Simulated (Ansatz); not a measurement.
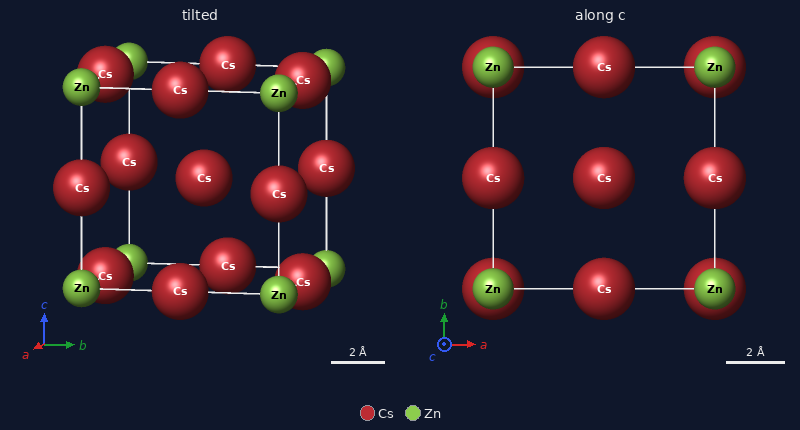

The figure gives a spheres-only picture of the atoms, viewed slightly off an axis and along the c axis. The conventional unit cell is outlined; an atom on or near a face, edge or corner is repeated at each equivalent position.

Cs$_{4}$Zn, space group Pm-3m (No. 221), a = 7.699 Å, b = 7.699 Å, c = 7.699 Å, α = 90.00°, β = 90.00°, γ = 90.00°. The model was built from a structure type filled with these elements by a generator (whether the compound takes this form wasn't checked). Earlier steps of the study may have refined or changed the cell and positions. It was run through Ansatz as a DFT input.

This one geometry was computed with Ansatz (DFT, plane waves, PAW) at three levels of theory: r2SCAN, PBE with spin-orbit coupling and PBE.

> How does the band gap change with the level of theory?

All levels give a metal.

> Collect the results in a table.

| level | cutoff (eV) | k-mesh of the run's cell | gap (eV) | pressure (GPa) |
| --- | --- | --- | --- | --- |
| r2SCAN | 500 | 6×6×6 | metal | 0.0 |
| PBE with spin-orbit coupling | 420 | 6×6×6 | metal | 0.0 |
| PBE | 420 | 6×6×6 | metal | 0.0 |

Gaps are taken on the k-mesh or band path of each run.
